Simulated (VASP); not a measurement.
Band structure of IrO₂ (space group P4_2/mnm). Level of theory: PBE GGA, VASP's PBE PAW potentials (set 64) (plane waves; VASP 6.6.1).

Unless said otherwise, spin-orbit coupling is left out, though it shifts the bands of the heavy elements here.

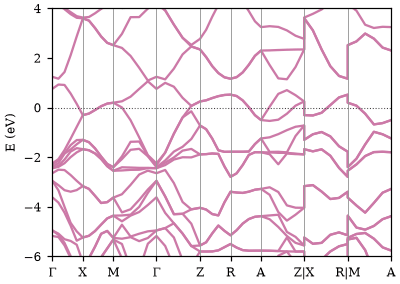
Figure: Bands along high-symmetry lines, zero at the valence-band maximum or, without a gap, the Fermi level

Q: Read the plot: is there a gap, and where are the band edges?

A: It has no gap at this level: it comes out as a metal or semimetal.

The structure is a typed IrO2 crystal (P4_2/mnm). The cell was not relaxed at this level.
